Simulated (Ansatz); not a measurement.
**Al$_{2}$GaSb$_{3}$: density, localisation and related maps**

```
Al Ga Sb
1.0
     4.38607    0.00000    0.00000
    -2.19303    3.79845    0.00000
     0.00000    0.00000   21.67328
Al Ga Sb
4 2 6
Direct
  0.66667 0.33333 0.16654
  0.66667 0.33333 0.83342
  0.33333 0.66667 0.33342
  0.33333 0.66667 0.66654
  0.66667 0.33333 0.50036
  0.33333 0.66667 0.00036
  0.66667 0.33333 0.29143
  0.66667 0.33333 0.62482
  0.66667 0.33333 0.95832
  0.33333 0.66667 0.12482
  0.33333 0.66667 0.45832
  0.33333 0.66667 0.79143
```

Space group P6₃mc; a structure generated by program, which may or may not match a known phase; computed pressure about −3 GPa in this cell.

The calculation used DFT LDA, scalar-relativistic, plane waves, PAW in Ansatz.

In a PAW calculation such maps are meaningful between the atoms, not at the nuclei.

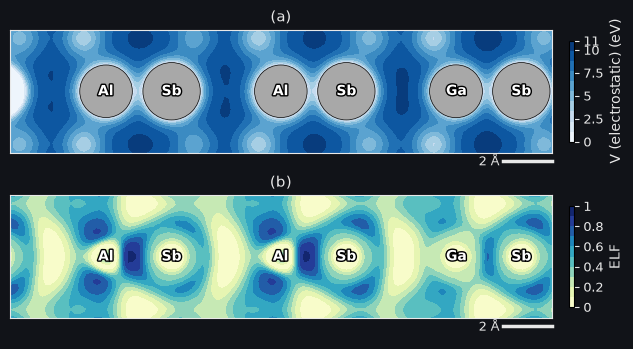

Figure 1. (a) electrostatic potential energy of an electron; (b) ELF on the (11̄0) plane of the conventional cell. Grey discs cover the atomic cores in the potential map.

Q: What do the fields say about this system?

A: The section cuts through Al, Ga and Sb sites. Al–Sb (2.71 Å): the ELF peaks at about 0.90 between the atoms: a covalent bond. Ga–Sb (2.70 Å): the ELF peaks at about 0.70 between the atoms. Outside the cores the potential energy rises away from the atoms and is highest about 2.5 Å from the nearest atoms; its zero is arbitrary.

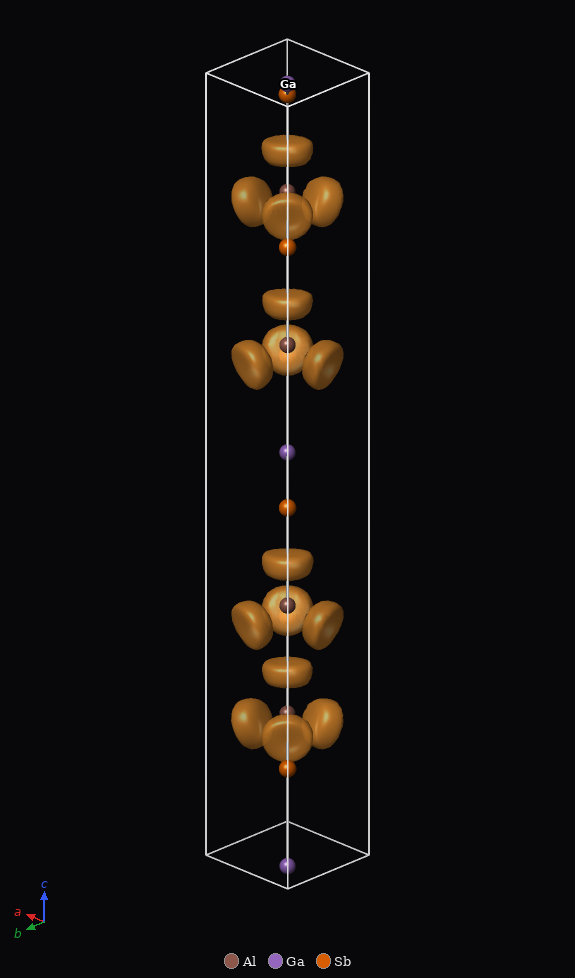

Figure 2. Isosurface of the ELF at 0.75 (orange), seen at an oblique angle. Only the valence region is drawn (cores and ρ < 0.01 e/Å³ removed). Sticks mark near contacts.

Q: Identify the bonds, lone pairs and shells in this picture.

A: At this value the surface marks out 16 regions between bonded Al–Sb atoms (shared pairs), counted in one cell of 12 atoms. Regions shared between cells count once. Profiles from the grid: Al–Sb (2.69 Å): the ELF peaks at about 0.90 between the atoms, as expected for a covalent bond. Ga–Sb (2.69 Å): the ELF peaks at about 0.70 between the atoms.
